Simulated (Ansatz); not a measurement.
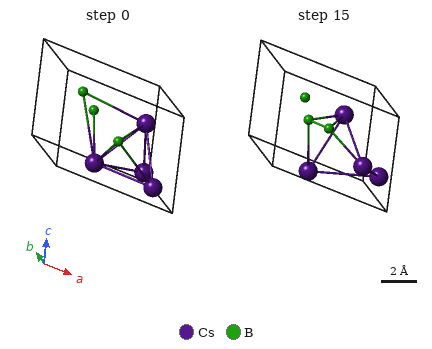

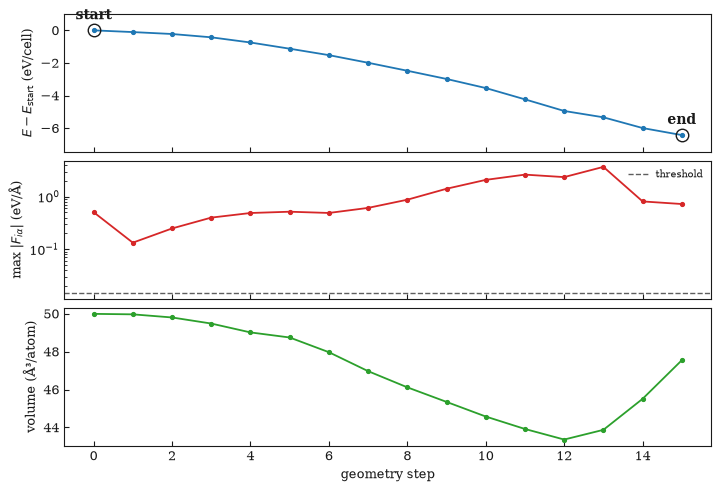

First and last geometry of a relaxation of crystalline Cs2B (built on the cubic Laves (C15)_227 type) (coarse preliminary run), with the history of the run. Style: ball-and-stick. Shown: the cell of the calculation, reduced to other axes, slightly off an axis. Lengths and directions refer to the drawn axes.

Theory: DFT PBE, scalar-relativistic, plane waves, PAW (Ansatz).

Input
```yaml
crystal:
  lattice:
    - [-0.013892517, 5.3712216593, 5.2012278499]
    - [5.3726470869, -0.0503637781, 5.237699111]
    - [5.3072539106, 5.342299744, 0.0150293982]
  atoms:
    - { symbol: Cs, position: [0.1270466513, 0.1269110673, 0.094388334] }
    - { symbol: Cs, position: [0.6254182015, 0.1244920077, 0.1284342927] }
    - { symbol: Cs, position: [0.1247038541, 0.1325757933, 0.6357880068] }
    - { symbol: Cs, position: [0.116868421, 0.6265902325, 0.1313401403] }
    - { symbol: B, position: [0.4864649516, 0.4961594225, 0.5169849614] }
    - { symbol: B, position: [0.7694979206, 0.7432714766, 0.7430642648] }
basis:
  ecutwfc: 420
kpoints:
  mp_grid: { grid: [4, 4, 4] }
hamiltonian:
  xc: pbe
scf:
  occupations: { method: gaussian, width: 0.1 }
output:
  forces: true
  stress: true
  eigenvalues: true
relax:
  adjacent_minimum: "off"
  f_tol: 0.015
  max_steps: 120
  cell: { stress_tol: 0.15 }
```

Launched with:
```bash
ansatz run input.yaml --threads 1 --pin off --max-ram 2560MiB --backend cpu --events-out ev --progress --plain --runs-dir out
```

Q: What do the curves and the structures tell?

A: The run was cut off at its time limit before the relaxation converged, so the last structure is only a point on the way. The energy falls by 6.422 eV per cell of the calculation in 15 geometry steps. Largest force component: 0.51 eV/Å at the start, 0.72 eV/Å at the end. The pressure goes from 0.10 to 1.10 GPa. B6 moves most relative to the cell: 1.81 Å along [1 −3 −3]. Largest moves by element: B 1.81 Å, Cs 1.71 Å. Cell: a 7.430 → 7.304 Å (−1.7 %), b 7.477 → 7.276 Å (−2.7 %), c 7.503 → 7.343 Å (−2.1 %), α 118.6° → 117.8°, β 91.5° → 91.3°, γ 119.3° → 119.2°. Volume −4.9 %. Some distances before and after: B5–B6 4.405 → 1.605 Å, Cs1–Cs3 3.441 → 5.061 Å, Cs2–B5 4.441 → 3.006 Å, Cs3–B5 4.511 → 3.079 Å. New bonds form: B5–B6 (4.40 → 1.61 Å). Bonds break: Cs1–Cs3 (3.44 → 5.06 Å), Cs1–Cs4 (3.66 → 4.83 Å), Cs2–Cs3 (3.68 → 4.89 Å). Among the angles between lasting bonds that change: Cs2–Cs1–Cs3 56.2° → 72.6°, Cs2–Cs4–Cs3 59.0° → 73.5°, Cs1–Cs3–Cs4 58.8° → 64.2°. The space group stays P1 (No. 1). Cost: 10 min on 1 thread of Arm Neoverse V1, with other jobs on the host, peak memory 0.66 GiB.
